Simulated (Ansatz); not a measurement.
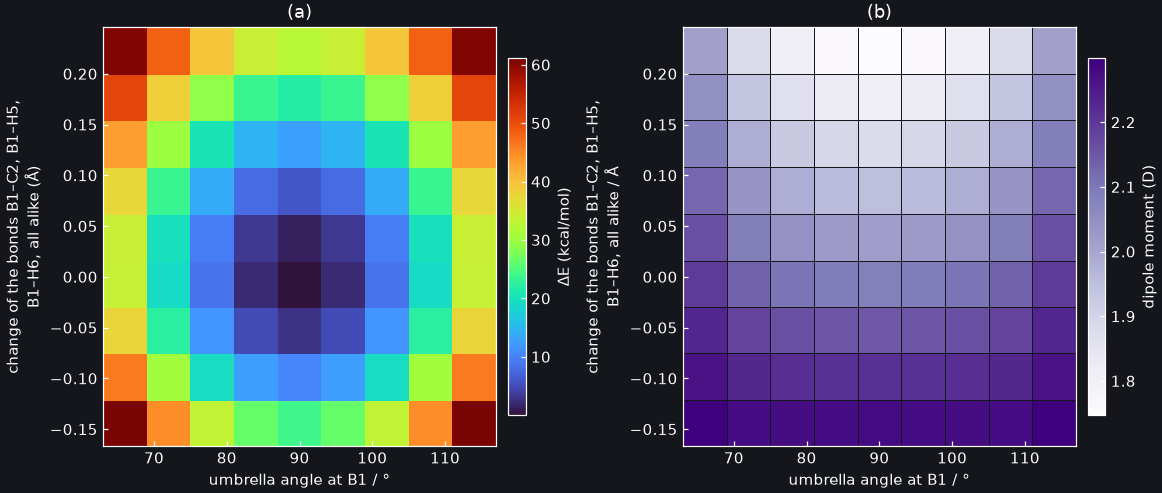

CH₅BOSi, SMILES BC=[SiH]O. First axis: umbrella angle at B1 (between each of its bonds and their common axis; 90 is planar). Second axis: change of the bonds B1–C2, B1–H5, B1–H6, all alike. Nothing is relaxed (all other coordinates rigid). Grid: 9 × 9 points; 45 points were computed and 36 follow by symmetry. Points are written as (first, second). All energies are given in kcal/mol relative to the relaxed molecule at the same level. Theory: Ansatz 0.2.0, RKS PBE0-D4/def2-SVP.

Panel (a) is the energy and panel (b) the computed dipole moment on the same grid.

In the figure: one coloured cell a grid point.

Question: How does the dipole moment vary over the map, and what is it at the lowest grid point?

Answer: Leaving out the highest fifth of the energies, it runs from 1.75 D at (90°, 0.223 Å) to 2.28 D at (90°, −0.144 Å). At the lowest grid point, (90°, −0.007 Å), it is 2.08 D.
